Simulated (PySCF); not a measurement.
# RuF3: relaxation and vibrations of the sextet

Where does sextet RuF3 go from a trigonal pyramidal start, is the end point a minimum, and what are its modes, charges and moments?

Computed with PySCF 2.14.0. Level: PBE0, basis Ru def2-TZVP with ECP28, F def2-TZVP, scalar-relativistic core potentials, no spin–orbit coupling, density fitting.

## (1) The starting structure

4 atoms, charge 0, spin multiplicity 6.

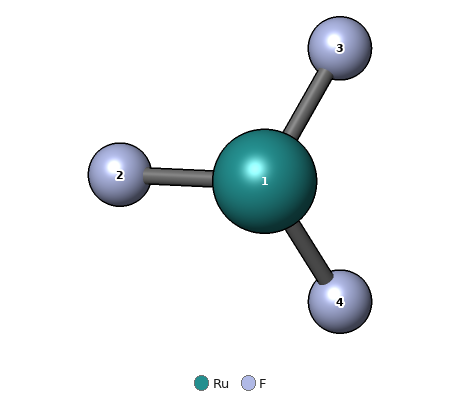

The starting geometry (ruthenium teal, fluorine light blue); atoms are numbered from 1 in the order of the file.

Coordinates in bohr (charge 0 multiplicity 6):
```
Ru    0.0000    0.0000    0.0000
F     3.1536    0.0000    1.6768
F    -1.5768    2.7310    1.6768
F    -1.5768   -2.7310    1.6768
```

## (2) First SCF at the start

The steps below are one call of a driver around PySCF. For each, scf.py gives the equivalent set-up of the SCF; relaxations use the driver's own optimiser. After this first run the driver tries any further starts and a stability analysis.

Input file scf.py:

```python
from pyscf import gto, scf, dft
mol = gto.M(atom='''
Ru     0.000000     0.000000     0.000000
F      1.668800     0.000000     0.887300
F     -0.834400     1.445200     0.887300
F     -0.834400    -1.445200     0.887300''',
    basis={'Ru': 'def2-TZVP', 'F': 'def2-TZVP'},
    ecp={'Ru': 'def2-TZVP'},
    charge=0, spin=5)
mf = dft.UKS(mol, xc='PBE0')
mf.grids.atom_grid = (50, 194)
aux = {'Ru': 'def2-universal-JKFIT', 'F': 'def2-universal-JKFIT'}
mf = mf.density_fit(auxbasis=aux)
mf.conv_tol = 1e-08
mf.diis_space = 10
mf.max_cycle = 60
mf.init_guess = 'minao'
mf.verbose = 4
mf.kernel()
```

The run is started by

```
OMP_NUM_THREADS=4 python axn.py task.json out
```

Standard output:

```text
init E= -386.238308096841
[... the frontier-level lines of each cycle are left out ...]
cycle= 1 E= -394.082434206969  delta_E= -7.84  |g|= 0.66  |ddm|= 2.91
cycle= 2 E= -393.914640252148  delta_E= 0.168  |g|= 1.03  |ddm|= 0.921
cycle= 3 E= -394.198157101523  delta_E= -0.284  |g|= 0.322  |ddm|= 0.559
cycle= 4 E= -394.236792518007  delta_E= -0.0386  |g|= 0.0152  |ddm|= 0.193
cycle= 5 E= -394.236968067331  delta_E= -0.000176  |g|= 0.00974  |ddm|= 0.0266
cycle= 6 E= -394.236995923644  delta_E= -2.79e-05  |g|= 0.00319  |ddm|= 0.00678
cycle= 7 E= -394.237000504359  delta_E= -4.58e-06  |g|= 0.000733  |ddm|= 0.00321
cycle= 8 E= -394.237000821255  delta_E= -3.17e-07  |g|= 0.000199  |ddm|= 0.000858
cycle= 9 E= -394.237000832022  delta_E= -1.08e-08  |g|= 0.000224  |ddm|= 0.000253
cycle= 10 E= -394.237000851017  delta_E= -1.9e-08  |g|= 2.59e-05  |ddm|= 0.000144
cycle= 11 E= -394.237000851401  delta_E= -3.84e-10  |g|= 6.16e-06  |ddm|= 3.03e-05
Extra cycle  E= -394.237000851348  delta_E= 5.3e-11  |g|= 1.52e-05  |ddm|= 1.14e-05
converged SCF energy = -394.237000851348  <S^2> = 8.7572163  2S+1 = 6.002405
```

This step, with its further starts and checks, took 16 s on 4 threads of Arm Neoverse V1, shared host.

Energies from each starting density:

| start | energy (Eh) |
| --- | --- |
| the minimal-basis guess | -394.237001 |
| a thermally smeared density | -394.237001 |
| a smeared PBE density | -394.237001 |

The test of internal stability and the other starts found no lower solution of this spin.

## (3) Relaxing the sextet from the trigonal pyramidal start

The program finds C3v symmetry in the start, which this walk keeps. Threshold on the gradient: 0.0003 Eh/bohr, with a further test on the energy change.

scf.py: that of step 2 with these lines changed.

```diff
@@ -3,4 +3,4 @@
-Ru     0.000000     0.000000     0.000000
-F      1.668800     0.000000     0.887300
-F     -0.834400     1.445200     0.887300
-F     -0.834400    -1.445200     0.887300''',
+Ru     0.000000     0.000000    -0.318263
+F      1.668787    -0.000000     0.569037
+F     -0.834393     1.445212     0.569037
+F     -0.834393    -1.445212     0.569037''',
@@ -17 +16,0 @@
-mf.init_guess = 'minao'
```

Steps of the walk:

| step | energy (Eh) | change (kJ/mol) | largest symmetric gradient (Eh/bohr) |
| --- | --- | --- | --- |
| 0 | -394.237001 | 0.00 | 0.01449 |
| 1 | -394.245672 | -22.77 | 0.01959 |
| 2 | -394.250940 | -36.60 | 0.01895 |
| 3 | -394.253450 | -43.19 | 0.01340 |
| 4 | -394.255429 | -48.38 | 0.00458 |
| 5 | -394.255772 | -49.28 | 0.00262 |
| 6 | -394.255885 | -49.58 | 0.00120 |
| 7 | -394.255917 | -49.67 | 0.00161 |
| 8 | -394.255931 | -49.70 | 0.00051 |
| 9 | -394.255935 | -49.71 | 0.00007 |

The walk took 29 s.

Positions (Å) and forces (eV/Å) along the way:

```
step 0
Ru   0.000   0.000  -0.318  -0.001   0.000   0.745
F    1.669   0.000   0.569   0.654   0.000  -0.250
F   -0.834   1.445   0.569  -0.327   0.568  -0.248
F   -0.834  -1.445   0.569  -0.327  -0.568  -0.248
step 1
Ru   0.000   0.000  -0.203  -0.019   0.000   1.007
F    1.766   0.000   0.531   0.032   0.000  -0.355
F   -0.883   1.529   0.531  -0.006   0.018  -0.326
F   -0.883  -1.529   0.531  -0.006  -0.018  -0.326
step 5
Ru   0.000   0.000   0.226   0.004   0.000   0.118
F    1.910   0.000   0.388  -0.134   0.000  -0.050
F   -0.955   1.654   0.388   0.065  -0.119  -0.034
F   -0.955  -1.654   0.388   0.065   0.119  -0.034
step 9
Ru   0.000   0.000   0.339  -0.006   0.000   0.004
F    1.912   0.000   0.350  -0.007   0.000  -0.002
F   -0.956   1.656   0.350   0.007   0.002  -0.001
F   -0.956  -1.656   0.350   0.007  -0.002  -0.001
```

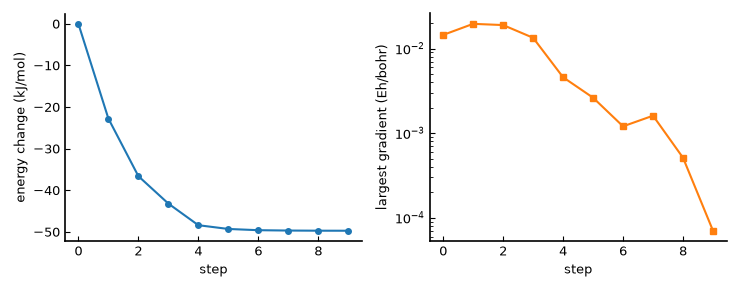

Energy and largest gradient along the walk.

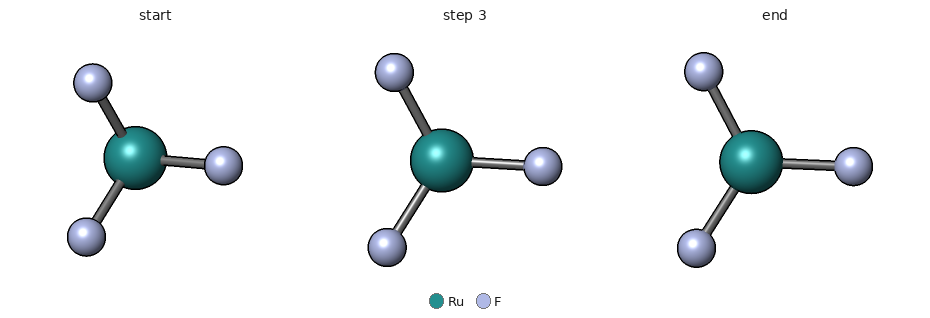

Start and end of the relaxation, with a step between.

It settles in D3h symmetry, 49.7 kJ/mol below the start, after 9 steps: Ru–F 1.912 Å (×3); F–Ru–F 120.0° (×3).

## (4) Is it a minimum? Harmonic modes

On the finer grid the gradient is checked again; gradients at displacements of ±0.02 bohr then give force constants and infrared intensities.

scf.py: that of step 3 with these lines changed.

```diff
@@ -3,4 +3,4 @@
-Ru     0.000000     0.000000    -0.318263
-F      1.668787    -0.000000     0.569037
-F     -0.834393     1.445212     0.569037
-F     -0.834393    -1.445212     0.569037''',
+Ru    -0.000000     0.000000     0.000000
+F      1.911824    -0.000000     0.000000
+F     -0.955912     1.655688     0.000000
+F     -0.955912    -1.655688    -0.000000''',
@@ -11 +11 @@
-mf.grids.atom_grid = (50, 194)
+mf.grids.atom_grid = (75, 302)
@@ -14 +14 @@
-mf.conv_tol = 1e-08
+mf.conv_tol = 1e-10
```

The driver hands on the density of the step before, so the log starts near convergence.

Log of the central SCF (cycles and frontier levels):

```text
init E= -394.256134530715
[... the frontier-level lines of each cycle are left out ...]
cycle= 1 E= -394.256134530426  delta_E= 2.89e-10  |g|= 3.16e-05  |ddm|= 2.29e-05
cycle= 2 E= -394.256134528609  delta_E= 1.82e-09  |g|= 7.95e-05  |ddm|= 5.42e-05
cycle= 3 E= -394.256134530775  delta_E= -2.17e-09  |g|= 1.49e-06  |ddm|= 3.79e-05
cycle= 4 E= -394.256134530776  delta_E= -1.14e-12  |g|= 7.15e-08  |ddm|= 9.87e-07
Extra cycle  E= -394.256134530778  delta_E= -1.36e-12  |g|= 1.35e-07  |ddm|= 1.12e-07
converged SCF energy = -394.256134530778  <S^2> = 8.7566397  2S+1 = 6.0022128
```

The whole step took 51 s.

Geometry: D3h; Ru–F 1.912 Å (×3); F–Ru–F 120.0° (×3).

Modes, for the most abundant isotopes:

```csv
symmetry,ω (cm⁻¹),IR (km/mol),μ (u)
e',54,26.7,21.65
a2'',76,43.0,26.83
e',610,301,22.87
a1',611,0.0,19.00
```

μ is the mass of the mode for normalised Cartesian displacements, not the reduced mass of the usual diatomic formula.

No imaginary mode, so this is a minimum.

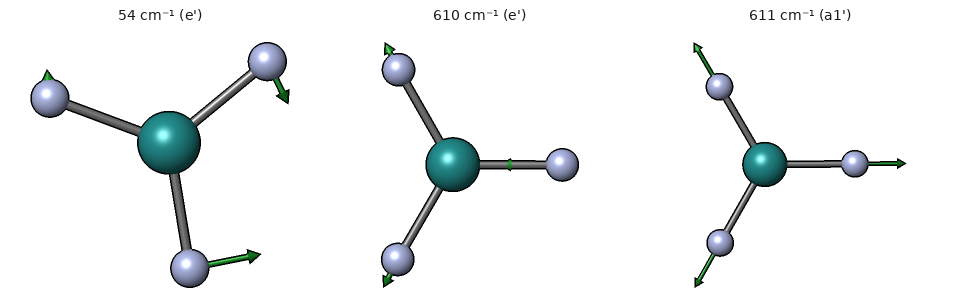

Displacements of 3 of the modes, as arrows (one member where a mode is degenerate).

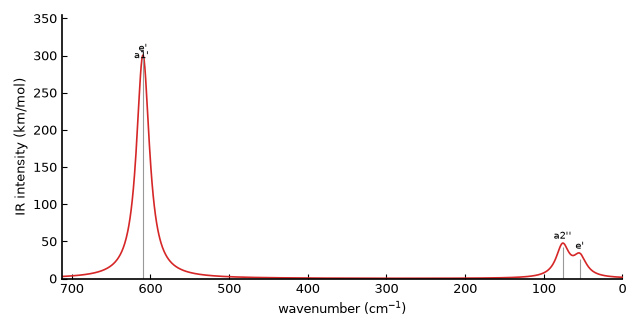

The harmonic infrared spectrum (widths in cm⁻¹). Lines are broadened to a width of 20 cm⁻¹ (Lorentzian).

Properties at this point:

```yaml
Dipole_moment: 0.00 D
Highest_occupied_level: -8.60 eV
Lowest_empty_level: -5.46 eV
Rotational_constants: 0.1618, 0.1618, 0.08092 cm⁻¹
Zero-point_energy: 12.1 kJ/mol
Principal_polarisabilities: 20.6, 37.9, 37.9 bohr³
Atomisation_energy_without_zero-point_energy: 1138 kJ/mol
Principal_traceless_quadrupole_moments_about_the_centre_of_mass: -6.03, -6.03, 12.05 D Å
Entropy_at_298.15_K_and_1_bar_electronic_part_spin_only: 342.5 J/(mol K)
Heat_capacity_Cp_at_298.15_K: 70.7 J/(mol K)
Enthalpy_at_298.15_K_above_0_K: 17.52 kJ/mol
Rotational_symmetry_number: 6
Spin_squared_⟨S²⟩: 8.757
```

Charges (e) and bond orders:

```json
{"atom": "Ru1", "Mulliken": "1.52", "Löwdin": "0.99", "polar tensor": "1.93", "spin (Mulliken)": "4.17", "Mayer order to Ru1": "–"}
{"atom": "F2,3,4", "Mulliken": "-0.51", "Löwdin": "-0.33", "polar tensor": "-0.64", "spin (Mulliken)": "0.28", "Mayer order to Ru1": "0.78"}
```

Mulliken populations on Ru1 (outside its core potential): s 2.26, p 6.24, d 5.95, f 0.02.

## (5) Results

```
                                          quantity                                    value
                                           minimum                              sextet, D3h
                                          geometry    Ru–F 1.912 Å (×3); F–Ru–F 120.0° (×3)
                                wavenumbers (cm⁻¹)  54 (e'), 76 (a2''), 610 (e'), 611 (a1')
                                     dipole moment                                   0.00 D
highest occupied, lowest empty level (either spin)                          -8.60, -5.46 eV
                        polar-tensor charge of Ru1                                  +1.93 e
                                 zero-point energy                              12.1 kJ/mol
                               entropy at 298.15 K                          342.5 J/(mol K)
         atomisation energy (no zero-point energy)                              1138 kJ/mol
                                              ⟨S²⟩                                    8.757
```

What this shows: The trigonal pyramidal start (C3v) ends in a minimum of D3h symmetry. In the infrared the band at 610 cm⁻¹ (e', stretch) leads. The dipole vanishes although Ru1 carries +1.9 e by the polar tensor: the bond dipoles cancel. Most of the spin sits on Ru1 (Mulliken spin 4.17, against 5 for the whole molecule). Only this shape and spin were tried, so other structures or states may lie lower. One determinant may miss the lowest occupation of an open d or f shell.

The search up to here took 97 s.
